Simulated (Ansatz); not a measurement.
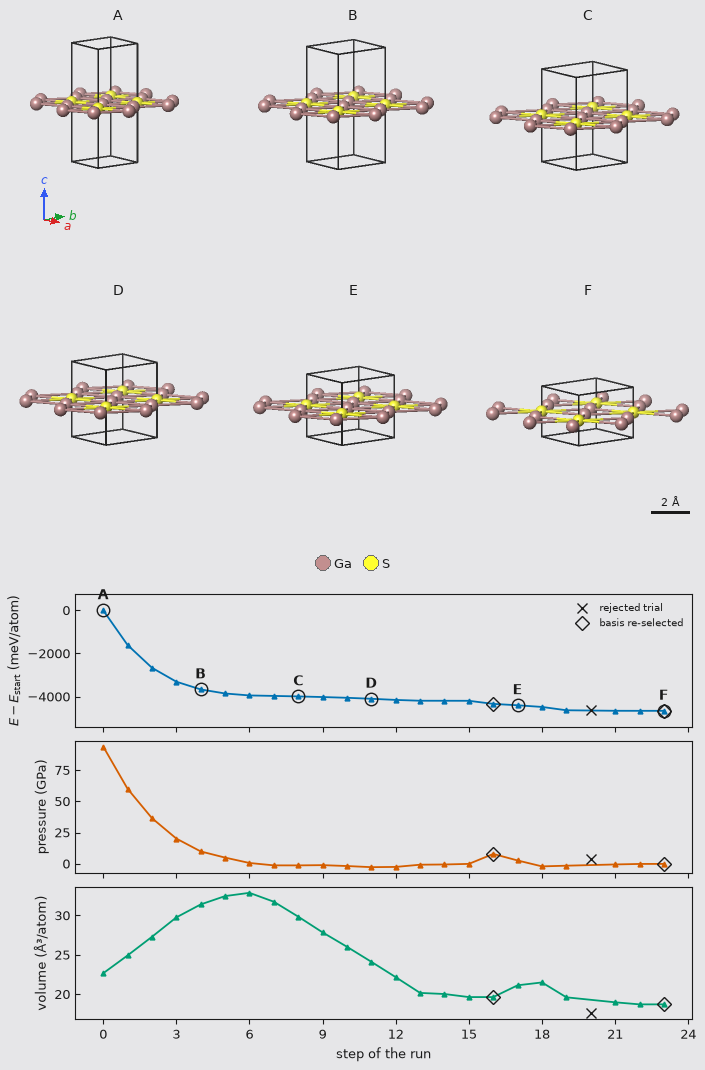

Frames of a relaxation of a crystal of Ga2S (a generated structure, set up in P6/mmm) (coarse preliminary run), marked on the history of the run. A ball-and-stick model of the cell of the calculation, seen slightly off an axis.

All numbers below come from Ansatz 0.2.0, DFT PBE, scalar-relativistic, plane waves, PAW. Settings: plane-wave cutoff 420 eV; k-point mesh 6 × 6 × 4; occupations gaussian; smearing width 0.1 eV; no spin polarisation; cell and atoms relaxed; force threshold 0.04 eV/Å; at most 70 steps.

**Describe the path.**

After 20 accepted moves (23 points after the start) the energy has fallen by 4657 meV per atom. All forces vanish by symmetry, so only the cell relaxes. Pressure: 93.92 GPa at the start and −0.12 GPa at the end. The line search rejected the trial step at point 20 of the run. At 2 points the geometry stayed and the basis and grid were re-selected for the new cell (energy shift of 143 meV per atom at most each time). No atom moves by more than 0.005 Å relative to the cell. The drawn cell changes as follows: a = b 3.517 → 4.904 Å (+39.4 %), c 6.345 → 2.696 Å (−57.5 %); the volume changes by −17.4 %. Among the contacts that change: S–S 6.345 → 2.696 Å, Ga–Ga 2.031 → 2.831 Å, Ga–S 2.031 → 2.831 Å. Bonds break: Ga–Ga (2.03 → 2.83 Å). The space group stays P6/mmm (No. 191). From step 0 to 4: volume +38.6 %, energy −3665 meV per atom. From step 4 to 8: volume −4.9 %, energy −324 meV per atom. From step 8 to 11: volume −19.2 %, energy −109 meV per atom. From step 11 to 17: volume −12.4 %, energy −301 meV per atom. From step 17 to 23: volume −11.5 %, energy −257 meV per atom.
